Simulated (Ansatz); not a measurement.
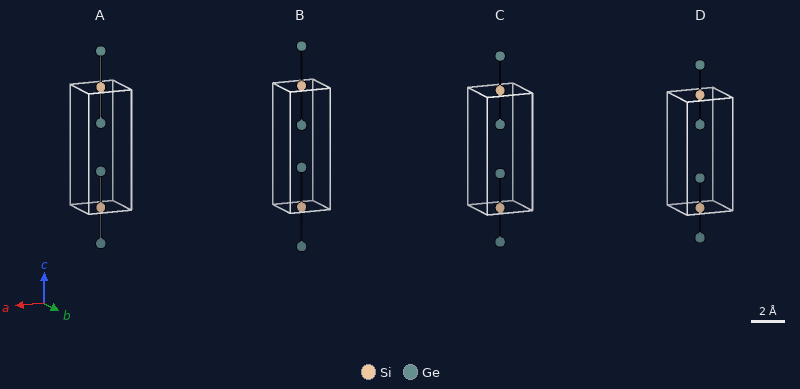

4 geometries from one relaxation of a crystal of SiGe$_{2}$ (a generated structure, set up in P4/mmm) (coarse preliminary run), in shuffled order. A ball-and-stick model of the cell of the calculation, seen from a free direction.

All numbers below come from Ansatz, DFT PBE, scalar-relativistic, plane waves, PAW. (plane-wave cutoff 420 eV; k-point mesh 6 × 6 × 4; occupations gaussian; smearing width 0.1 eV; no spin polarisation; cell and atoms relaxed; force threshold 0.04 eV/Å; at most 70 steps)

### Order the frames from highest to lowest energy.

D, C, A, B. They are steps 0, 1, 2, 7, at +5.062 eV per cell of the calculation, +1.598 eV per cell of the calculation, +0.633 eV per cell of the calculation relative to the last. The energy falls by 5.062 eV per cell of the calculation in 5 accepted moves (7 points after the start). The largest force component goes from 11 to 0.006 eV/Å. The pressure goes from 27.42 to 0.13 GPa. The line search rejected the trial step at point 4 of the run. The SCF was repeated once at an unchanged geometry on a basis and grid sized afresh for the cell, which shifted the energy by 1.0 meV per cell of the calculation at most. The largest moves relative to the cell, 0.48 Å, are those of Ge atoms. Si stays in place. The drawn cell changes as follows: a = b 3.073 → 2.698 Å (−12.2 %), c 7.169 → 7.692 Å (+7.3 %); the volume changes by −17.3 %. Near-neighbour distances that change, for instance: Ge–Si 1.895 → 2.509 Å, Si–Si 3.073 → 2.698 Å. The space group stays P4/mmm (No. 123).
